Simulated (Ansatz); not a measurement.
# Geometry relaxation of SiN₃H₉O (part 1 of 2)

- system: SiN₃H₉O
- method: RKS PBE0/6-31G* (Ansatz 0.2.0)

The input holds or restrains some coordinates. It belongs to a series of runs on one base structure; here: pulled along the bonds that form and break, towards end A. Figures and captions count atoms from 1; the log counts them from 0 in places.

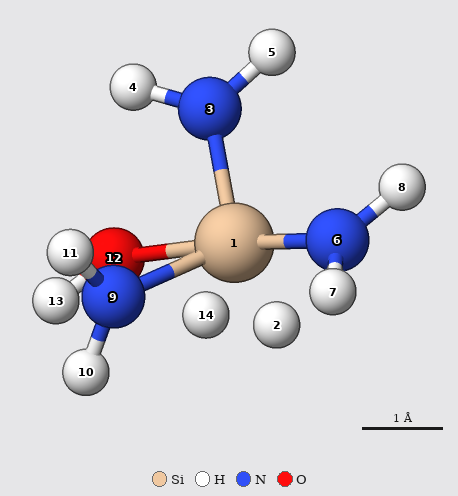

**Figure 1.** The starting structure (ball-and-stick view, seen at a tilt; atoms are numbered from 1 in the order of the input).

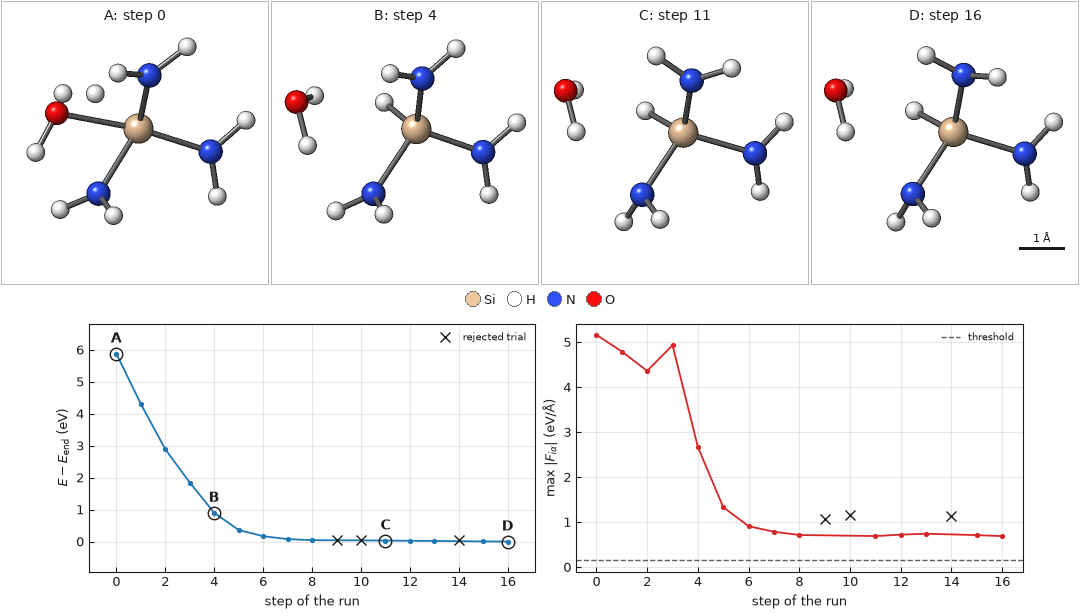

**Figure 2.** Frames of the restrained relaxation (ball-and-stick view, seen at a tilt) above the curves, on which the letters mark them (the first geometry is step 0 here and step 1 in the log).

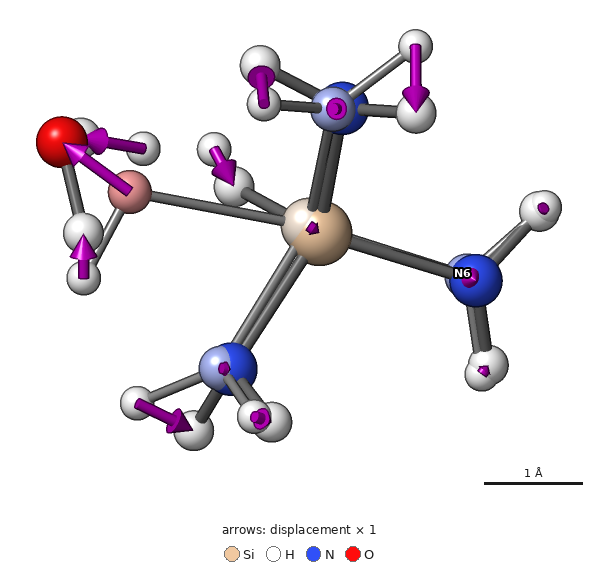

**Figure 3.** Start (faint) and end (solid) with the displacements as pink arrows, at true length (ball-and-stick view, seen at a tilt). The two geometries are laid on each other by the best rigid fit. The atom that moves furthest after the best rigid fit is O12 (0.86 Å). Largest moves by element: O 0.86 Å, H 0.80 Å, N 0.27 Å, Si 0.13 Å. Among the contacts that change: Si1–O12 1.980 → 2.891 Å, O12–H14 1.441 → 0.984 Å, Si1–H2 1.810 → 1.475 Å, Si1–N3 1.820 → 1.709 Å. New bonds form: O12–H14 (1.44 → 0.98 Å). Bonds break: Si1–O12 (1.98 → 2.89 Å). Among the angles that change: H10–N9–H11 120.0° → 109.5°, H7–N6–H8 120.0° → 110.9°, N3–Si1–N9 109.5° → 116.5°. Over 16 geometry steps the energy falls by 5.880 eV. The largest force component goes from 5.2 to 0.69 eV/Å. The line search rejected the trial steps at points 9, 10, 14 (counted from 0) and went back. (Atoms are counted from 1 in the order of the input.)

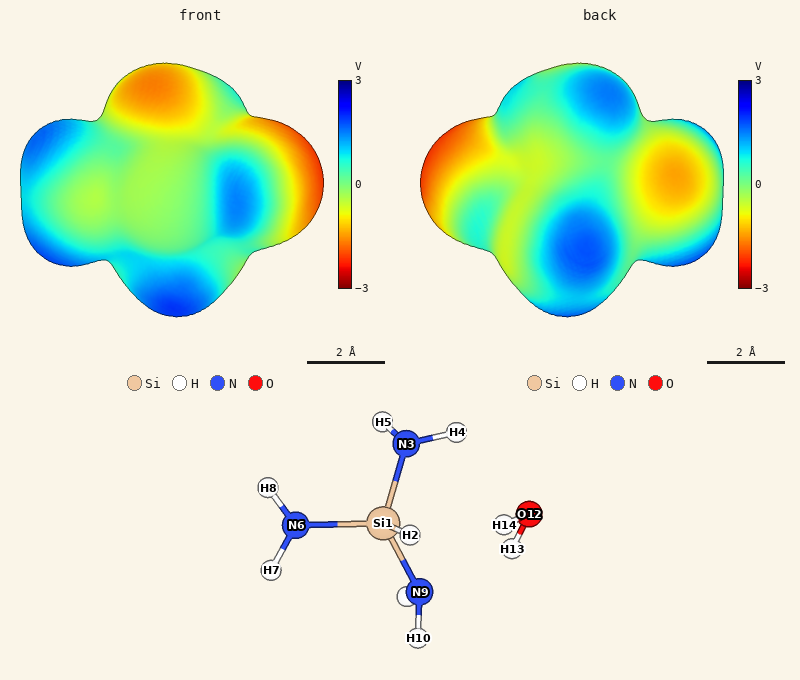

**Figure 4.** The electrostatic potential painted on the density surface at 0.002 e/bohr³, seen face on and from behind; red is negative and blue positive. The bare structure is drawn below in the same view.

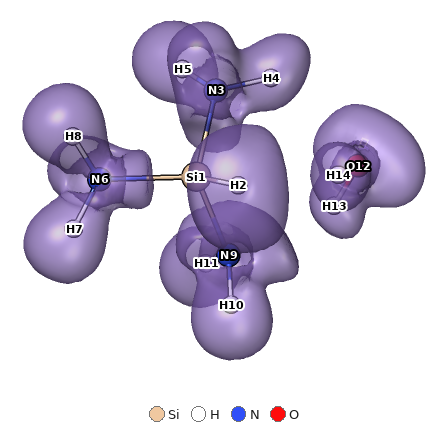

**Figure 5.** Isosurface of the ELF at 0.75 (purple), seen face on. Core shells and regions of very low density are left out. Profiles from the grid: Si1···O12 (2.89 Å): the ELF is only about 0.05 between them. Si–N (1.71 Å): the ELF peaks at about 0.95 between the atoms, which marks a shared but strongly polarised pair.

The input and output of the run follow.

### Input file
```yaml
crystal:
  periodic: [false, false, false]
  atoms:
    - { symbol: Si, position_ang: [0.0, 0.0, 0.0] }
    - { symbol: H, position_ang: [0.0, 0.0, 1.81] }
    - { symbol: "N", position_ang: [1.7163, 0.0, -0.6061] }
    - { symbol: H, position_ang: [2.2145, -0.918, -0.7868] }
    - { symbol: H, position_ang: [2.2175, 0.918, -0.7783] }
    - { symbol: "N", position_ang: [-0.8572, 1.4851, -0.6061] }
    - { symbol: H, position_ang: [-1.8773, 1.43, -0.8888] }
    - { symbol: H, position_ang: [-0.3367, 2.4058, -0.6766] }
    - { symbol: "N", position_ang: [-0.8572, -1.4851, -0.6061] }
    - { symbol: H, position_ang: [-1.3922, -2.1014, 0.0704] }
    - { symbol: H, position_ang: [-0.8219, -1.7344, -1.6357] }
    - { symbol: O, position_ang: [0.7368, -1.7285, 0.6243] }
    - { symbol: H, position_ang: [0.102, -2.4744, 0.3777] }
    - { symbol: H, position_ang: [0.3766, -0.8836, 1.7351] }
basis:
  gaussian: { orbitals: "6-31G*" }
hamiltonian:
  xc: pbe0
relax:
  f_tol: 0.15
  max_steps: 25
  restrain:
    - { distance: [0, 11], at: 2.88, k: 30.0 }
    - { distance: [13, 1], at: 1.86, k: 30.0 }
    - { distance: [0, 1], at: 1.46, k: 30.0 }
    - { distance: [13, 11], at: 1.01, k: 30.0 }
output:
  orbitals: {}
```

Launch command:
```bash
ansatz run input.yaml --threads 2 --pin off --max-ram 3072MiB --backend cpu --events-out ev --progress --plain --runs-dir out
```

### What the program printed
```
The last accepted step is kept in [file] (removed where the run ends without a failure and the disk answers)
Engine: ansatz 0.2.0, x86_64-unknown-linux-gnu
Functional definition: PBE0
  parameter a = 0.25
  parameter kappa = 0.804
  parameter beta = 0.06672455060314922
  exchange = (1 - a)*pbe_x(kappa = kappa, mu = beta*pi^2/3) + a*exact_x
  correlation = pbe_c(beta = beta)
1104 factors; integrals over basis functions are off by at most 5.8e-4 eV
mean field evaluation 1: about -14509.1784 eV, gradient 9.3e1 eV
mean field evaluation 2: about -14461.1670 eV, gradient 1.7e2 eV
mean field evaluation 4: about -14525.7124 eV, gradient 9.9e0 eV
mean field evaluation 8: about -14525.9514 eV, gradient 3.6e-1 eV
mean field evaluation 16: about -14525.9517 eV, gradient 3.5e-5 eV
mean field -14525.95172419 eV, -533.8188798204 hartree, gradient 3.5e-5 eV, S^2 0.000000; 0 other end points of the search recorded, 0 dependent functions left out
the calculation of the forces begins
reference -14525.95174807 eV, -533.8188806978 hartree; 26, 26 occupied and 71, 71 virtual orbitals, 1104 factors
relax step   1: F+E_penalty+E_count = -14525.95172419 eV  Δ(F+E_penalty+E_count) = +0.000e0 eV  max|allowed force component| = 5.162e0 eV/Å  E_restraint = 28.83653079 eV  max|allowed force component, restraints' pulls added| = 3.350e1 eV/Å  Δτ_max = 0.0000 Å  (29 SCF iters, accepted)
  distance Si 0 - O 11 = 1.9800 Å
  distance H 13 - H 1 = 0.9634 Å
  distance Si 0 - H 1 = 1.8100 Å
  distance H 13 - O 11 = 1.4413 Å
these checks for a lower state are left out or cut short: starts, cluster_reference, orbital_swaps, neighbouring_geometries, increment
1104 factors; integrals over basis functions are off by at most 6.6e-4 eV
mean field -14527.52573375 eV, -533.8767236047 hartree, gradient 2.5e-5 eV, S^2 0.000000; 0 other end points of the search recorded, 0 dependent functions left out
[... from here on the field's lines of each further geometry are left out, up to the last ...]
relax step   2: F+E_penalty+E_count = -14527.52573375 eV  Δ(F+E_penalty+E_count) = -1.574e0 eV  max|allowed force component| = 4.789e0 eV/Å  E_restraint = 13.98703947 eV  max|allowed force component, restraints' pulls added| = 2.379e1 eV/Å  Δτ_max = 0.1906 Å  (35 SCF iters, accepted)
relax step   3: F+E_penalty+E_count = -14528.94388359 eV  Δ(F+E_penalty+E_count) = -1.418e0 eV  max|allowed force component| = 4.359e0 eV/Å  E_restraint = 4.72006197 eV  max|allowed force component, restraints' pulls added| = 1.242e1 eV/Å  Δτ_max = 0.1948 Å  (28 SCF iters, accepted)
relax step   4: F+E_penalty+E_count = -14529.98693838 eV  Δ(F+E_penalty+E_count) = -1.043e0 eV  max|allowed force component| = 4.930e0 eV/Å  E_restraint = 0.82954069 eV  max|allowed force component, restraints' pulls added| = 6.710e0 eV/Å  Δτ_max = 0.1949 Å  (28 SCF iters, accepted)
relax step   5: F+E_penalty+E_count = -14530.93371996 eV  Δ(F+E_penalty+E_count) = -9.468e-1 eV  max|allowed force component| = 2.667e0 eV/Å  E_restraint = 0.03883365 eV  max|allowed force component, restraints' pulls added| = 1.746e0 eV/Å  Δτ_max = 0.1948 Å  (29 SCF iters, accepted)
relax step   6: F+E_penalty+E_count = -14531.47301494 eV  Δ(F+E_penalty+E_count) = -5.393e-1 eV  max|allowed force component| = 1.330e0 eV/Å  E_restraint = 0.01653409 eV  max|allowed force component, restraints' pulls added| = 1.355e0 eV/Å  Δτ_max = 0.1948 Å  (28 SCF iters, accepted)
relax step   7: F+E_penalty+E_count = -14531.66564397 eV  Δ(F+E_penalty+E_count) = -1.926e-1 eV  max|allowed force component| = 9.081e-1 eV/Å  E_restraint = 0.01779632 eV  max|allowed force component, restraints' pulls added| = 8.049e-1 eV/Å  Δτ_max = 0.1999 Å  (27 SCF iters, accepted)
relax step   8: F+E_penalty+E_count = -14531.75714219 eV  Δ(F+E_penalty+E_count) = -9.150e-2 eV  max|allowed force component| = 7.846e-1 eV/Å  E_restraint = 0.01661736 eV  max|allowed force component, restraints' pulls added| = 2.936e-1 eV/Å  Δτ_max = 0.1999 Å  (27 SCF iters, accepted)
relax step   9: F+E_penalty+E_count = -14531.78951967 eV  Δ(F+E_penalty+E_count) = -3.238e-2 eV  max|allowed force component| = 7.127e-1 eV/Å  E_restraint = 0.01621621 eV  max|allowed force component, restraints' pulls added| = 2.404e-1 eV/Å  Δτ_max = 0.2000 Å  (26 SCF iters, accepted)
relax step  10: F+E_penalty+E_count = -14531.77494315 eV  Δ(F+E_penalty+E_count) = +1.458e-2 eV  max|allowed force component| = 1.062e0 eV/Å  E_restraint = 0.01455496 eV  max|allowed force component, restraints' pulls added| = 1.062e0 eV/Å  Δτ_max = 0.2000 Å  (27 SCF iters, rejected (line search))
relax step  11: F+E_penalty+E_count = -14531.77093252 eV  Δ(F+E_penalty+E_count) = +1.859e-2 eV  max|allowed force component| = 1.151e0 eV/Å  E_restraint = 0.01422657 eV  max|allowed force component, restraints' pulls added| = 1.151e0 eV/Å  Δτ_max = 0.0963 Å  (27 SCF iters, rejected (line search))
relax step  12: F+E_penalty+E_count = -14531.80165881 eV  Δ(F+E_penalty+E_count) = -1.214e-2 eV  max|allowed force component| = 6.889e-1 eV/Å  E_restraint = 0.01565111 eV  max|allowed force component, restraints' pulls added| = 1.157e-1 eV/Å  Δτ_max = 0.0464 Å  (27 SCF iters, accepted)
relax step  13: F+E_penalty+E_count = -14531.80989978 eV  Δ(F+E_penalty+E_count) = -8.241e-3 eV  max|allowed force component| = 7.201e-1 eV/Å  E_restraint = 0.01457109 eV  max|allowed force component, restraints' pulls added| = 4.169e-1 eV/Å  Δτ_max = 0.0990 Å  (27 SCF iters, accepted)
relax step  14: F+E_penalty+E_count = -14531.81380125 eV  Δ(F+E_penalty+E_count) = -3.901e-3 eV  max|allowed force component| = 7.410e-1 eV/Å  E_restraint = 0.01532525 eV  max|allowed force component, restraints' pulls added| = 2.757e-1 eV/Å  Δτ_max = 0.1500 Å  (27 SCF iters, accepted)
relax step  15: F+E_penalty+E_count = -14531.77740310 eV  Δ(F+E_penalty+E_count) = +3.640e-2 eV  max|allowed force component| = 1.139e0 eV/Å  E_restraint = 0.01517617 eV  max|allowed force component, restraints' pulls added| = 5.955e-1 eV/Å  Δτ_max = 0.1241 Å  (27 SCF iters, rejected (line search))
relax step  16: F+E_penalty+E_count = -14531.83037224 eV  Δ(F+E_penalty+E_count) = -1.657e-2 eV  max|allowed force component| = 7.099e-1 eV/Å  E_restraint = 0.01688799 eV  max|allowed force component, restraints' pulls added| = 1.830e-1 eV/Å  Δτ_max = 0.0621 Å  (28 SCF iters, accepted)
the calculation of the forces begins
reference -14531.83224697 eV, -534.0349850465 hartree; 26, 26 occupied and 71, 71 virtual orbitals, 1104 factors
relax step  17: F+E_penalty+E_count = -14531.83222280 eV  Δ(F+E_penalty+E_count) = -1.851e-3 eV  max|allowed force component| = 6.880e-1 eV/Å  E_restraint = 0.01625495 eV  max|allowed force component, restraints' pulls added| = 2.551e-2 eV/Å  Δτ_max = 0.0399 Å  (27 SCF iters, accepted)
  distance Si 0 - O 11 = 2.8912 Å
  distance H 13 - H 1 = 1.8690 Å
  distance Si 0 - H 1 = 1.4748 Å
  distance H 13 - O 11 = 0.9843 Å
1104 factors; integrals over basis functions are off by at most 4.8e-4 eV
mean field -14531.83222280 eV, -534.0349841582 hartree, gradient 7.4e-6 eV, S^2 0.000000; 1 other end points of the search recorded, 0 dependent functions left out
the calculation of the forces begins
reference -14531.83224697 eV, -534.0349850465 hartree; 26, 26 occupied and 71, 71 virtual orbitals, 1104 factors
Total energy: -14531.83224697 eV, -534.0349850465 hartree
Atom 0 at    -0.072950     0.072386    -0.079460 Å, force    -0.084370     0.284816    -0.556250 eV/Å
Atom 1 at    -0.221114    -0.059129     1.381946 Å, force    -0.177294     0.198433     0.388543 eV/Å
Atom 2 at     1.588481     0.192357    -0.460692 Å, force     0.015482     0.019077     0.002238 eV/Å
Atom 3 at     2.185597    -0.539583    -0.094300 Å, force    -0.015344    -0.002514    -0.008993 eV/Å
Atom 4 at     1.875446     0.531355    -1.368057 Å, force    -0.000894    -0.002852     0.007364 eV/Å
Atom 5 at    -0.790460     1.473827    -0.797403 Å, force     0.018917    -0.018607     0.006700 eV/Å
Atom 6 at    -1.797075     1.531162    -0.866390 Å, force     0.001696     0.012670    -0.005990 eV/Å
Atom 7 at    -0.390880     2.380919    -0.593161 Å, force    -0.014308     0.000207    -0.001812 eV/Å
Atom 8 at    -0.901692    -1.370604    -0.633584 Å, force    -0.004605    -0.013149    -0.005858 eV/Å
Atom 9 at    -1.790614    -1.590465    -0.197359 Å, force     0.000369    -0.005628     0.001462 eV/Å
Atom 10 at    -0.975289    -1.500159    -1.636583 Å, force    -0.014174    -0.007350    -0.011236 eV/Å
Atom 11 at     1.226943    -2.202781     1.142497 Å, force    -0.224859     0.215309     0.621606 eV/Å
Atom 12 at     0.544208    -2.390493     0.470748 Å, force    -0.009448     0.007580    -0.006147 eV/Å
Atom 13 at     0.740598    -1.615293     1.764799 Å, force     0.508832    -0.687992    -0.431627 eV/Å
Dipole moment:    -0.604189     0.255898    -0.302736 e Å
```

### Trajectory as extended XYZ (Å, eV, eV/Å), 16 of the 17 frames kept, from step=1 to step=17
```
14
Properties=species:S:1:pos:R:3:forces:R:3 step=1 energy=-14525.95172
Si    0.0000    0.0000    0.0000    1.9400  -2.8344  -2.3161
H     0.0000    0.0000    1.8100   -0.2620   0.4745  -0.5717
N     1.7163    0.0000   -0.6061   -0.7731   2.1961  -0.1331
H     2.2145   -0.9180   -0.7868   -0.9535   1.9736   0.8967
H     2.2175    0.9180   -0.7783   -0.6029  -1.9805  -0.1966
N    -0.8572    1.4851   -0.6061    0.7289  -0.6787   0.5476
H    -1.8773    1.4300   -0.8888    2.0537   0.3735   0.6485
H    -0.3367    2.4058   -0.6766   -1.4313  -1.5919   0.0363
N    -0.8572   -1.4851   -0.6061   -4.4127   1.1450  -3.5201
H    -1.3922   -2.1014    0.0704    0.3456   1.2756  -2.0349
H    -0.8219   -1.7344   -1.6357   -1.1901   0.4809   1.8022
O     0.7368   -1.7285    0.6243    2.1867  -1.1998   5.1623
H     0.1020   -2.4744    0.3777    1.9425   1.6075   0.9911
H     0.3766   -0.8836    1.7351    0.4280  -1.2413  -1.3120
14
Properties=species:S:1:pos:R:3:forces:R:3 step=2 energy=-14527.52573
Si   -0.0267    0.0696    0.0070    1.9466  -2.6970  -1.2191
H    -0.0562    0.1305    1.7395   -0.2797   0.2058  -1.6253
N     1.7020    0.0159   -0.6036   -1.1450   1.1842   0.0590
H     2.2033   -0.9005   -0.7772   -1.0095   1.9157   0.7983
H     2.2148    0.9066   -0.7814   -0.4368  -1.4366  -0.1573
N    -0.8580    1.4916   -0.6062    0.3067  -0.2782   0.1828
H    -1.8642    1.4333   -0.8845    1.6047   0.4217   0.4074
H    -0.3468    2.3978   -0.6770   -1.1840  -1.0589  -0.0461
N    -0.8816   -1.4607   -0.6197   -2.3574   1.4060  -1.1656
H    -1.3910   -2.0905    0.0532    0.1977   1.1708  -1.7716
H    -0.8325   -1.7302   -1.6266   -0.7252   0.4380   1.4019
O     0.7964   -1.8293    0.7486    1.1804   0.7059   4.7892
H     0.1154   -2.4705    0.3871    1.1963   1.3289   1.2577
H     0.4464   -1.0501    1.6738    0.7053  -3.3062  -2.9114
```
